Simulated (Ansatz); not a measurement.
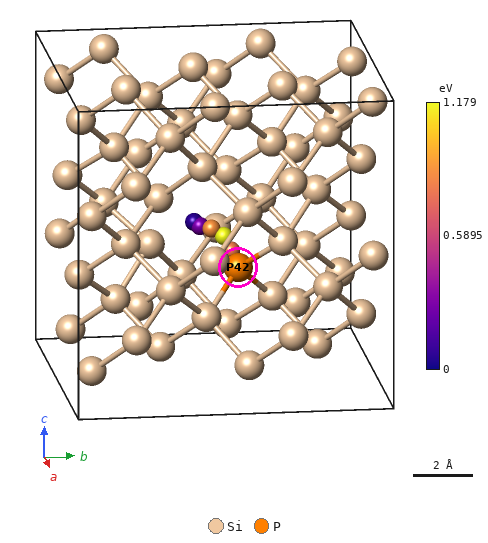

NEB run on Si with a Si vacancy (63 atoms in the cell). Images are numbered from 0 (start) to 6 (end). The start is drawn whole; smaller spheres mark the moving atoms (P) in the later images, joined by lines and coloured by the energy of the image relative to the start. A ball-and-stick model of the simulation cell (origin moved), seen from a free direction. The moving atom is ringed, with any periodic copies. Bonds to atoms that aren't drawn are left out.

Level of theory: DFT PBE-D3(BJ), scalar-relativistic, plane waves, PAW in Ansatz 0.2.0. Settings: plane-wave cutoff 420 eV; k-point mesh 1 × 1 × 1; Fermi-Dirac smearing 0.02 eV; spin collinear; 5 movable images; climbing image; force threshold 0.05 eV/Å; iteration limit 48; starting path by image-dependent pair potential.

**What moves, how far, and at what cost in energy?**

It is a vacancy jump: a nearby atom moves into the empty site and leaves its own site empty. The P atom travels furthest, 2.29 Å from end to end, along [−1 −1 1], on a path that bends up to 0.40 Å away from the straight line. At the highest image its nearest neighbour (Si) is 2.43 Å away, against 2.30 Å at the start, and the surrounding atoms stand up to 0.37 Å off the mean of their end positions. Breaking: 3 P–Si (2.30 → 3.73 Å). Forming: 3 P–Si (3.68–3.86 → 2.30 Å). The highest point, image 3, lies 1.18 eV above the start and 1.11 eV above the end; the end is at +0.07 eV relative to the start. The band converged in 10 iterations. The climbing image converged on the top of the path. A check of its curvatures found one unstable direction (−4.1 eV/Å²), as a transition state must have. Where the two sites are alike by symmetry the ends should have one energy; a difference shows that they relaxed into different distortions of this small cell.

Cost: 30 min on 4 threads of AMD EPYC 7B13 (Zen 3), on a shared host, peak memory 6.3 GiB.

PAW datasets: the set soft_1.
